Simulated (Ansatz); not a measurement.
**Cl3HHfO: density, localisation and related maps**

```yaml
atoms:
  - { symbol: Hf, position_ang: [-0.0654, -0.1085, 0.0235] }
  - { symbol: Cl, position_ang: [-0.0433, -0.0148, 2.3951] }
  - { symbol: O, position_ang: [1.7051, -0.3392, -0.6046] }
  - { symbol: H, position_ang: [2.5847, -0.4596, -0.9174] }
  - { symbol: Cl, position_ang: [-0.9471, 1.9133, -0.8535] }
  - { symbol: Cl, position_ang: [-1.3875, -1.9433, -0.6968] }
```

Core potentials replace the inner electrons of Hf.

All numbers below come from RHF/def2-SVP (Ansatz).

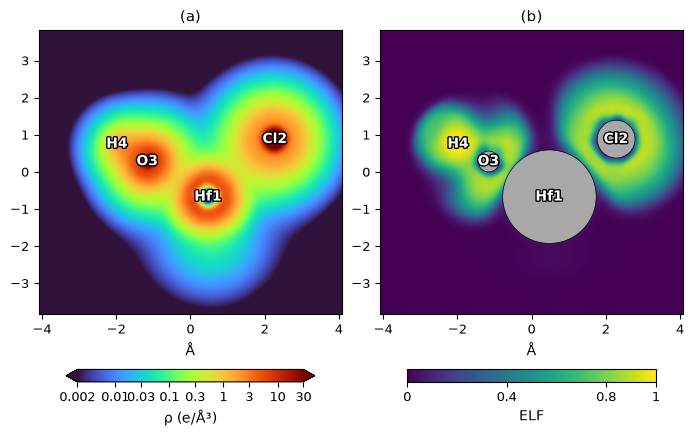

Figure 1. (a) electron density; (b) ELF on the plane of atoms Cl2, Hf1 and O3. Grey discs cover the atomic cores in the ELF map.

### What do the fields say about this system?

The section cuts through Hf, Cl, O and H sites. Hf–O (1.89 Å): ρ at the midpoint is about 0.88 e/Å³; the ELF peaks at about 0.80 in the valence shell of O, 0.5 Å from its nucleus, and drops to about 0.20 between the two atoms. Hf–Cl (2.37 Å): ρ is about 0.55 e/Å³ halfway; the ELF peaks at about 0.85 in the valence shell of Cl, 0.9 Å from its nucleus, and is about 0.35 at the midpoint. O–H (0.94 Å): ρ at the midpoint is about 3.9 e/Å³; the ELF climbs to about 1 towards the hydrogen, as it does in any bond to H; a covalent bond by its length.

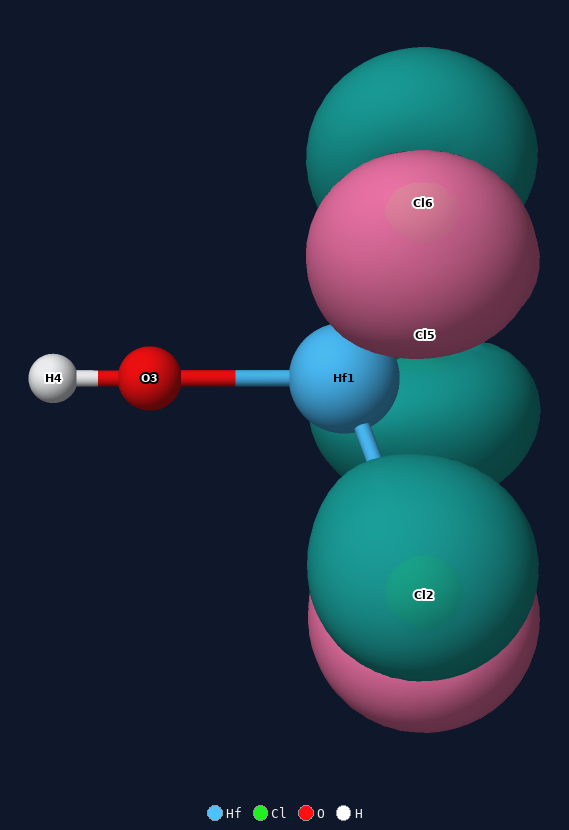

Figure 2. The HOMO at ±0.08 Å⁻³ᐟ² (teal and pink are the two phases), seen from one side.

### Describe this orbital and give its energy.

It lies mainly on Cl2 (about 30 %), Cl5 (about 30 %) and Cl6 (about 30 %); largely a combination of lone pairs on Cl2, Cl5 and Cl6. Its energy is −12.55 eV.

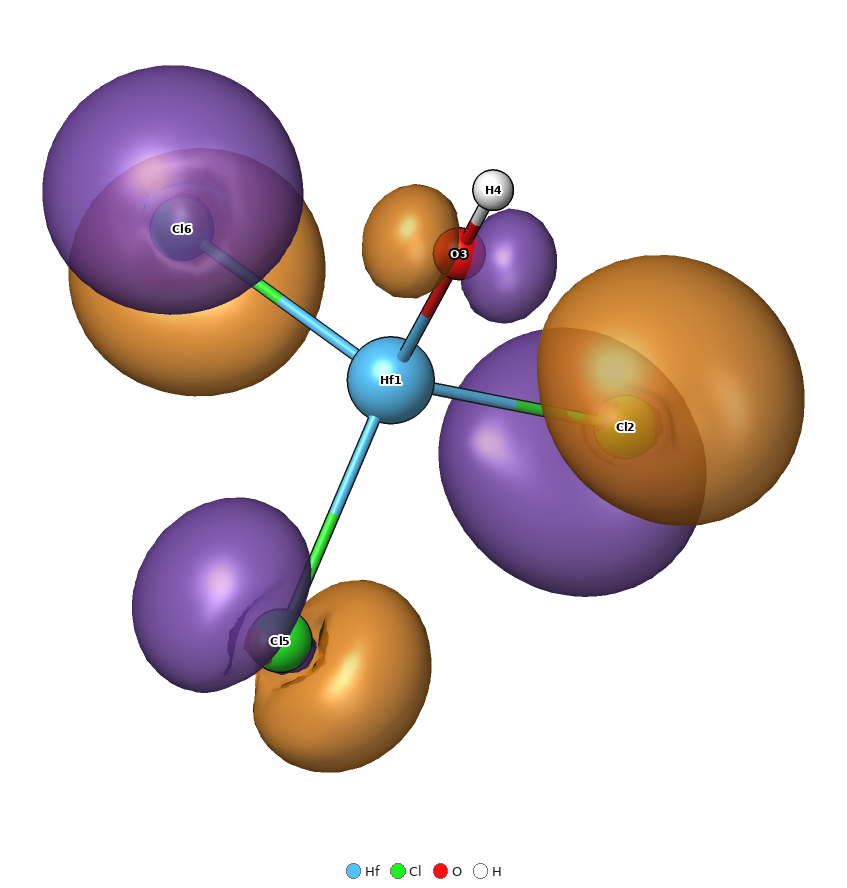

Figure 3. The HOMO−1 at ±0.1 Å⁻³ᐟ² (orange and purple are the two phases), seen at an oblique angle.

### What is the character of this orbital?

Its weight (Hirshfeld) is mainly on Cl2 (about 45 %), Cl6 (about 30 %) and Cl5 (about 15 %); largely a combination of lone pairs on Cl2, Cl6 and Cl5. It is one of a degenerate set, so its orientation is arbitrary. Its energy is −12.78 eV.
